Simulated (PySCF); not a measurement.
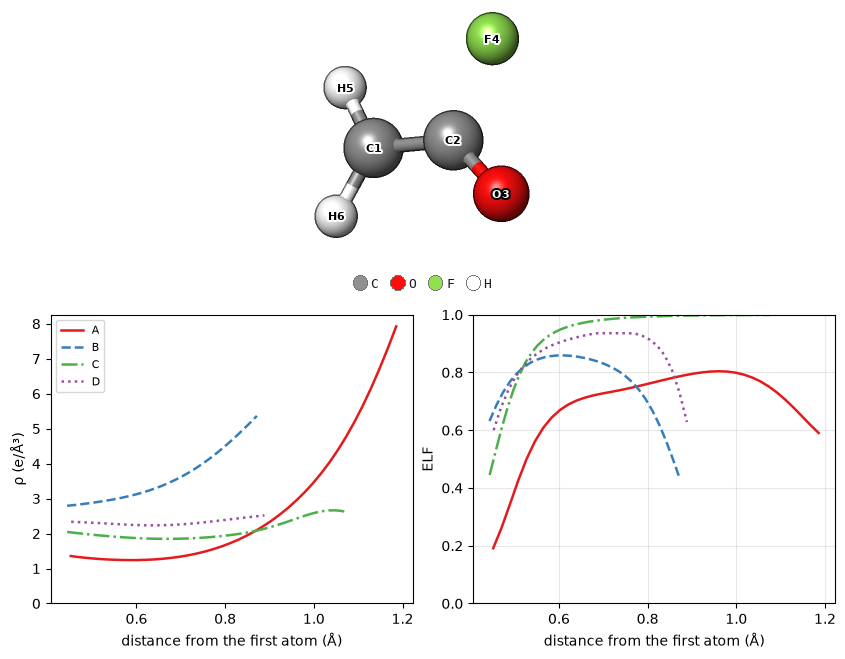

*C₂H₂FO (charge −1). Total electron density and ELF along straight lines between neighbouring atoms. The curves leave out the atomic cores. The structure is drawn too.*

Geometry: GFN2-xTB.

These are results of PBE0/pcSseg-1, SCF density, gas phase, non-relativistic in PySCF 2.14.0, not measurements.

```xyz
6

C    -0.7211   -0.0830    0.0018
C     0.6200   -0.0984    0.0074
O     1.4992   -0.9451    0.0873
F     1.1528    1.3042   -0.1185
H    -1.2796    0.8322   -0.0829
H    -1.2681   -1.0079    0.0834
```

Q: Which curve belongs to which contact (C–C, C–F, C–H and C–O)? The first atom named is at distance zero.

A: Curve A: C–F (1.51 Å): the density is about 1.5 e/Å³ at the midpoint, with its minimum of 1.2 e/Å³ about 0.6 Å from C; the ELF peaks at about 0.80 between the atoms, as expected for a polar covalent bond. Curve B: C–O (1.22 Å): the density is about 3.2 e/Å³ at the midpoint; the ELF peaks at about 0.85 between the atoms (a multiple bond). Curve C: C–H (1.08 Å): ρ at the midpoint is about 1.9 e/Å³; the ELF climbs to about 1 towards the hydrogen, as it does in any bond to H (a covalent bond by its length). Curve D: C–C (1.34 Å): ρ at the midpoint is about 2.2 e/Å³; the ELF peaks at about 0.95 between the atoms: a short, multiple covalent bond.
